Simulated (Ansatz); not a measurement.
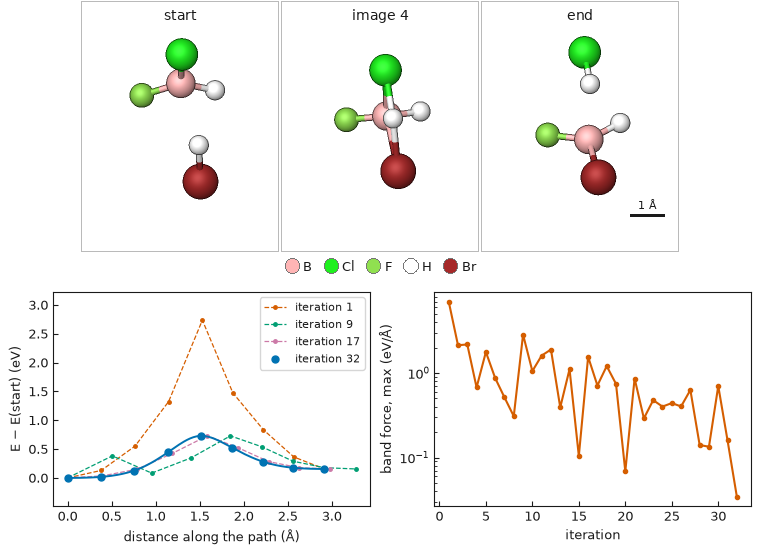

A nudged-elastic-band calculation for BH$_{2}$BrClF, made up at the start of BHClF and HBr. Images are numbered from 0 (start) to 8 (end). The plot follows the band through its iterations. The picture is a ball-and-stick view, seen from a free direction.

Computed with RKS PBE0-D4/def2-SVP in Ansatz.

Input file:
```yaml
crystal:
  periodic: [false, false, false]
  atoms:
    - { symbol: B, position_ang: [0.006372, -0.345251, 0.045877] }
    - { symbol: Cl, position_ang: [0.018763, -0.769312, 1.75144] }
    - { symbol: F, position_ang: [1.144812, -0.338954, -0.600059] }
    - { symbol: H, position_ang: [-1.027206, -0.11999, -0.521866] }
    - { symbol: Br, position_ang: [0.075252, 2.946807, 0.867716] }
    - { symbol: H, position_ang: [0.060705, 2.1397, 2.040191] }
basis:
  gaussian: { orbitals: def2-SVP }
hamiltonian:
  xc: pbe0
  dispersion: d4
neb:
  order_check: false
  images: 7
  f_tol: 0.05
  max_iterations: 60
  final_atoms:
    - { symbol: B, position_ang: [0.03002747, 0.50580079, -0.41978162] }
    - { symbol: Cl, position_ang: [-0.03032638, -0.24810731, 2.60610806] }
    - { symbol: F, position_ang: [1.15438384, -0.12200947, -0.64933464] }
    - { symbol: H, position_ang: [-1.02920719, -0.04915389, -0.52123495] }
    - { symbol: Br, position_ang: [0.09644598, 2.38960644, -0.04956462] }
    - { symbol: H, position_ang: [0.05737428, 1.03686344, 2.61710677] }
  initial_path:
    images:
      - { positions_ang: [[0.006372, -0.345251, 0.045877], [0.018763, -0.769312, 1.75144], [1.144812, -0.338954, -0.600059], [-1.027206, -0.11999, -0.521866], [0.075252, 2.946807, 0.867716], [0.060705, 2.1397, 2.040191]] }
      - { positions_ang: [[0.00398645, -0.26142508, 0.03695188], [0.01206982, -0.56984333, 1.86853891], [1.14394372, -0.26175249, -0.6118109], [-1.02848816, -0.09311061, -0.53818083], [0.08570884, 2.76505811, 0.82818535], [0.06147734, 1.93407341, 1.99961458]] }
      - { positions_ang: [[0.00160089, -0.17759916, 0.02802675], [0.00537664, -0.37037467, 1.98563783], [1.14307544, -0.18455099, -0.6235628], [-1.02977032, -0.06623121, -0.55449565], [0.09616568, 2.58330921, 0.78865471], [0.06224968, 1.72844681, 1.95903817]] }
      - { positions_ang: [[-0.00078466, -0.09377324, 0.01910163], [-0.00131654, -0.170906, 2.10273674], [1.14220716, -0.10734948, -0.63531469], [-1.03105249, -0.03935182, -0.57081048], [0.10662251, 2.40156032, 0.74912406], [0.06302202, 1.52282022, 1.91846175]] }
      - { positions_ang: [[-0.00317022, -0.00994732, 0.0101765], [-0.00800972, 0.02856266, 2.21983565], [1.14133887, -0.03014798, -0.64706659], [-1.03233465, -0.01247242, -0.58712531], [0.11707935, 2.21981143, 0.70959342], [0.06379436, 1.31719363, 1.87788533]] }
      - { positions_ang: [[0.0051292, 0.11898971, -0.09731303], [-0.01358889, -0.04060483, 2.31640375], [1.14460011, -0.05311335, -0.6476336], [-1.03155278, -0.02164279, -0.57065272], [0.11192101, 2.26226018, 0.51980391], [0.06218934, 1.24711108, 2.06269069]] }
      - { positions_ang: [[0.01342862, 0.24792674, -0.20480256], [-0.01916805, -0.10977232, 2.41297185], [1.14786136, -0.07607872, -0.64820061], [-1.03077092, -0.03081315, -0.55418013], [0.10676267, 2.30470893, 0.3300144], [0.06058432, 1.17702853, 2.24749605]] }
      - { positions_ang: [[0.02172805, 0.37686376, -0.31229209], [-0.02474722, -0.17893981, 2.50953995], [1.1511226, -0.0990441, -0.64876762], [-1.02998905, -0.03998352, -0.53770754], [0.10160433, 2.34715769, 0.14022489], [0.0589793, 1.10694598, 2.43230141]] }
      - { positions_ang: [[0.03002747, 0.50580079, -0.41978162], [-0.03032638, -0.24810731, 2.60610806], [1.15438384, -0.12200947, -0.64933464], [-1.02920719, -0.04915389, -0.52123495], [0.09644598, 2.38960644, -0.04956462], [0.05737428, 1.03686344, 2.61710677]] }
```

Launched with:
```bash
ansatz run input.yaml --threads 2 --pin off --max-ram 3072MiB --backend cpu --events-out ev --progress --plain --runs-dir out
```

### Did the band converge, and can the barrier be trusted?

The result is final at these settings. The band converged in 32 iterations. The largest component of the band force went from 7 to 0.035 eV/Å. The climbing image converged on the top of the path. Its vibrational analysis gives one imaginary mode (646i cm⁻¹), as a transition state must have. The first iteration put the highest image at 2.74 eV. The highest point, image 4, lies 0.73 eV above the start and 0.57 eV above the end; the end is at +0.16 eV relative to the start.

Limits of the set-up: the start holds two separate molecules, 2.9 Å apart at their closest, whose relative position is a soft coordinate.

Cost: 6.3 min on 2 threads of AMD EPYC 7R43 64-Core Processor (Zen 3), on a shared host, peak memory 0.2 GiB.
